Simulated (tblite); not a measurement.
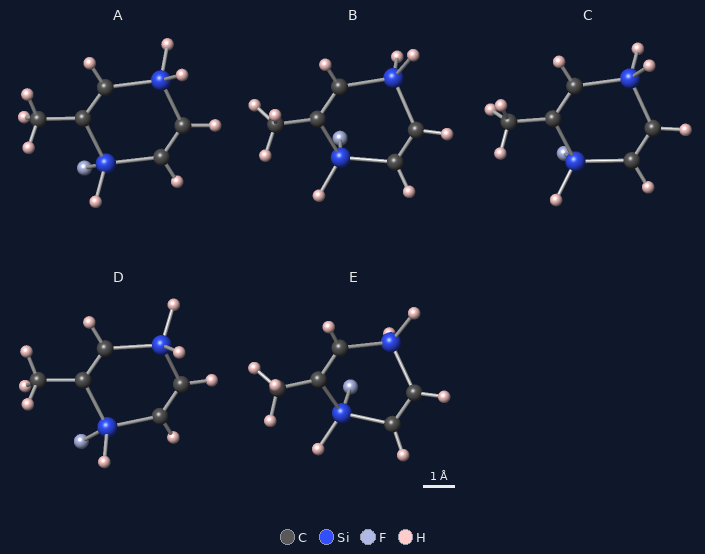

5 geometries from one relaxation of C$_{5}$H$_{9}$FSi$_{2}$, in shuffled order. The picture is a ball-and-stick view, seen at a tilt.

These are results of GFN2-xTB geometry optimisation, gas phase in tblite 0.8.0, not measurements. 

### Order the frames from highest to lowest energy.

E, B, C, A, D. They are steps 0, 28, 49, 71, 136, at +53.8 kJ/mol, +14.3 kJ/mol, +7.39 kJ/mol, +2.16 kJ/mol relative to the last. The largest move after the best rigid fit is that of the F atom, 2.25 Å. By element the largest moves are F 2.25 Å, H 2.01 Å, Si 0.78 Å, C 0.77 Å. Among the contacts that change: Si–Si 3.002 → 3.418 Å, F–Si 1.672 → 1.625 Å, C–H 1.123 → 1.089 Å, H–Si 1.439 → 1.472 Å. Among the angles between lasting bonds that change: C–C–Si 114.5° → 125.4°, F–Si–H 112.3° → 102.9°, Si–C–C 115.6° → 123.8°. Groups turn about C–Si by about 70°, C–Si by about 70°, C–Si by about 70°. Over 136 geometry steps the energy falls by 53.8 kJ/mol.
